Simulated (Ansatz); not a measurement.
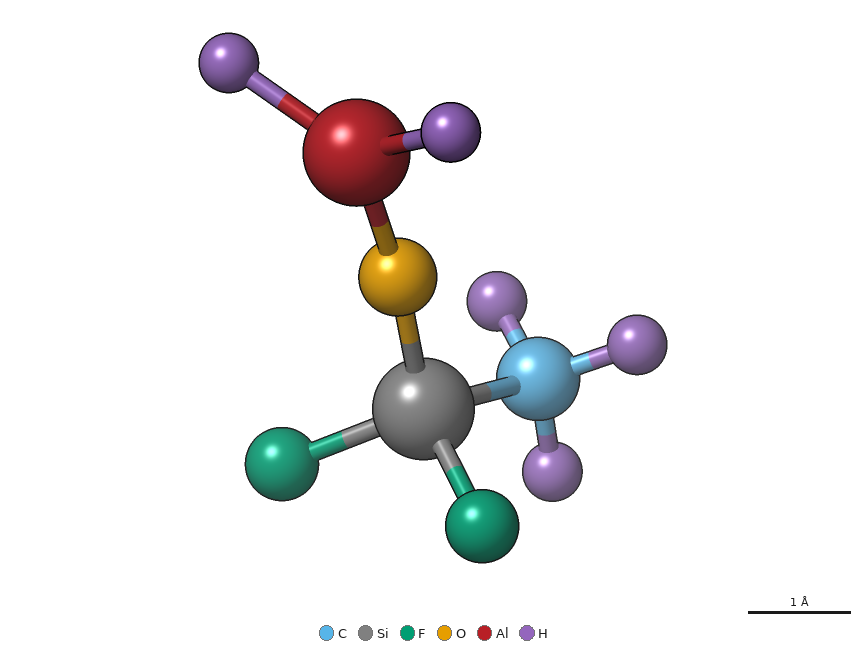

A ball-and-stick model of a molecule.

The computed structure is the end point of a PBE0-D4/def2-TZVP optimisation. No frequency run is at hand to confirm it as a minimum.

> Count the atoms of each element.

CH₅AlF₂OSi, 11 atoms: 1 carbon, 5 hydrogen, 1 aluminium, 2 fluorine, 1 oxygen and 1 silicon.

> Write the SMILES.

C[Si](F)(F)[O][AlH2]

More results for the same structure follow; atom numbers are the same in all pictures, views and colours differ.

### Symmetry

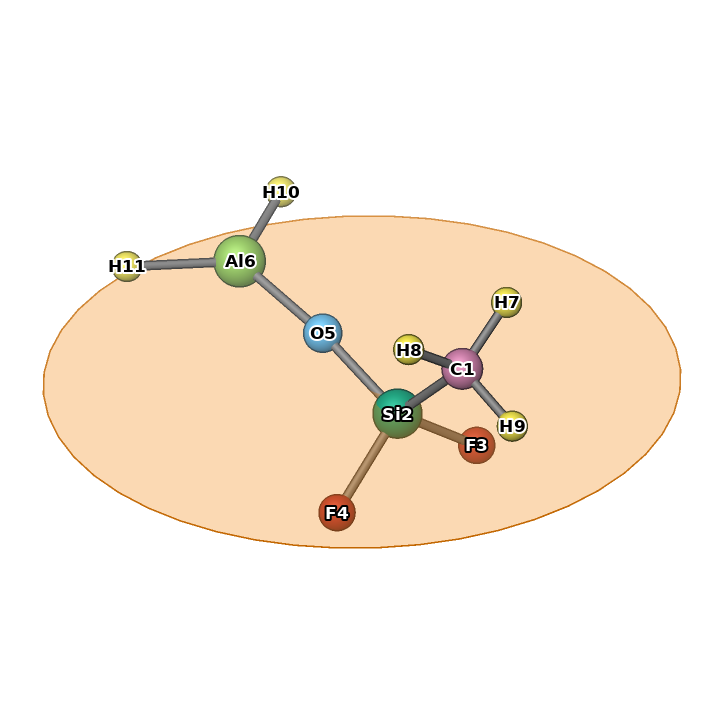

A disc through the centre of mass is drawn in. Depth is shown by fading: the farther an atom, the more it takes the colour of the background. No frequency run is at hand to confirm it as a minimum.

> Is the plane of the disc a mirror plane of the structure?

No. The point group is Cs, with 1 mirror plane, and this plane isn't one of its mirror planes.

### Levels of theory compared

No frequency run is at hand to confirm it as a minimum. Program: Ansatz 0.2.0.

Tabulate HOMO–LUMO gap (eV), HOMO energy (eV) at these levels: B3LYP-D4/def2-TZVPP; PBE-D4/def2-TZVPP; PBE0-D4/def2-TZVPP; r2SCAN-D4/def2-TZVPP; ωB97M-V/def2-TZVPP; ωB97X-V/def2-TZVPP.

```tsv
level	HOMO–LUMO gap (eV)	HOMO energy (eV)
B3LYP-D4/def2-TZVPP	6.84	−8.41
PBE-D4/def2-TZVPP	5.14	−7.26
PBE0-D4/def2-TZVPP	7.25	−8.59
r2SCAN-D4/def2-TZVPP	5.86	−7.59
ωB97M-V/def2-TZVPP	11.07	−10.82
ωB97X-V/def2-TZVPP	11.59	−11.04
```

### Dipole moment

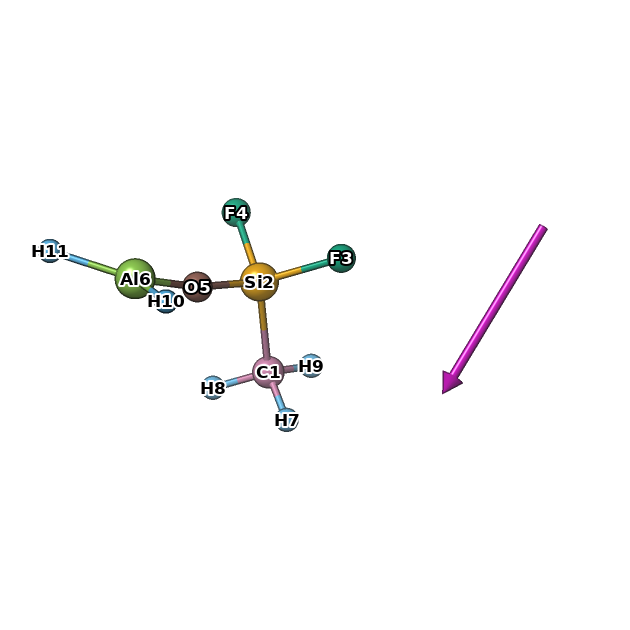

The arrow beside the molecule shows the direction of the dipole moment, from the negative to the positive end (its length means nothing). No frequency run is at hand to confirm it as a minimum. Method: RKS r2SCAN-D4/def2-TZVPP (Ansatz 0.2.0).

> Estimate the dipole moment.

2.11 D; it points from the side of F3, F4 to the side of H7, H8, H10, H11 (the outermost atoms at the two ends).

### Charges

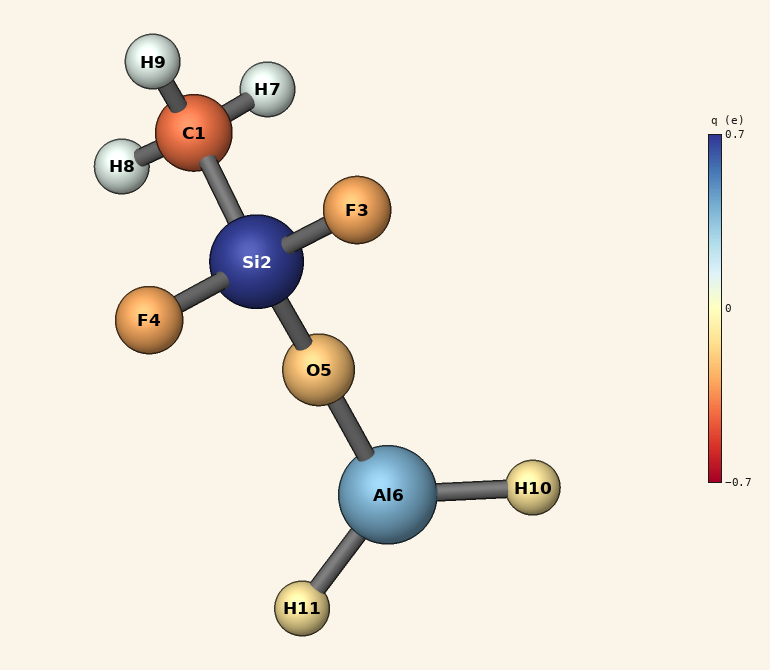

Atoms are coloured by their Mulliken charges. No frequency run is at hand to confirm it as a minimum. Level of theory: RKS PBE-D4/def2-TZVPP (Ansatz 0.2.0).

> Which atom carries the highest charge (most positive or least negative)?

Si2 (0.68 e).

> And the lowest?

C1 (−0.40 e).

Give the Mulliken charges atom by atom.

```json
{"atom": "C1", "value (e)": "−0.40"}
{"atom": "Si2", "value (e)": "0.68"}
{"atom": "F3", "value (e)": "−0.28"}
{"atom": "F4", "value (e)": "−0.28"}
{"atom": "O5", "value (e)": "−0.22"}
{"atom": "Al6", "value (e)": "0.39"}
{"atom": "H7", "value (e)": "0.11"}
{"atom": "H8", "value (e)": "0.11"}
{"atom": "H9", "value (e)": "0.11"}
{"atom": "H10", "value (e)": "−0.11"}
{"atom": "H11", "value (e)": "−0.11"}
```

Mulliken values depend strongly on the basis set and can even reverse the polarity of a bond.
